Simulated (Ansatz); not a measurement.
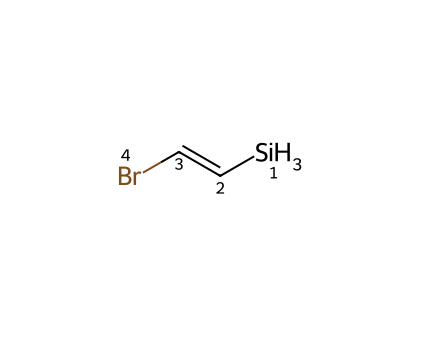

Skeletal drawing with numbered atoms; wedges and dashes mark any stereocentres. The configuration is that of a computed structure (PBE-D4/def2-SVP).

Question: Give the R/S and E/Z labels.

Answer: C2=C3: E.

Question: Write the isomeric SMILES.

Answer: [SiH3]/C=C/Br
